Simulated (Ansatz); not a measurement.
# Profile along the Ge–Ge line in Ge (diamond)

Ge (diamond)

```cif
data_Ge8
_chemical_formula_sum 'Ge8'
_space_group_name_H-M_alt 'Fd-3m :1'
_space_group_IT_number 227
_space_group_name_Hall 'F 4d 2 3 -1d'
_cell_length_a 5.67439
_cell_length_b 5.67439
_cell_length_c 5.67439
_cell_angle_alpha 90.000
_cell_angle_beta 90.000
_cell_angle_gamma 90.000
loop_
_atom_site_label
_atom_site_type_symbol
_atom_site_symmetry_multiplicity
_atom_site_Wyckoff_symbol
_atom_site_fract_x
_atom_site_fract_y
_atom_site_fract_z
_atom_site_occupancy
Ge1 Ge 8 a 0.00000 0.00000 0.00000 1
```
(The calculation used a cell of 2 atoms; values per cell refer to that cell.)

Fields along a shortest Ge–Ge line of a {110} plane (2.46 Å), from Ge to Ge, interpolated on the slice's grid (step about 0.2 Å). Computed with r2SCAN (plane waves to 500 eV, PAW, scalar-relativistic; Ansatz, a first-principles code). k mesh 10×10×10. These are valence fields of a PAW run, semicore shells included where kept as valence: close to a nucleus they are smooth pseudo fields. Ge was relaxed with its symmetry unable to fall.

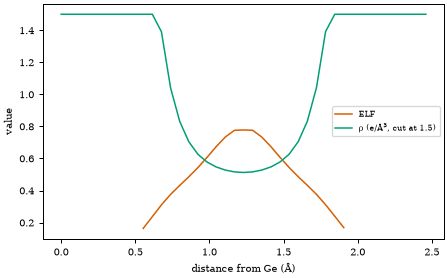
Figure: ELF (away from the nuclei) and valence density from Ge to Ge.

Density on the Ge–Ge line (2.46 Å) at its midpoint: 0.51 e/Å³. ELF at that point: 0.8. ELF maximum in the middle third of the Ge–Ge line: 0.78, 1.2 Å from Ge.
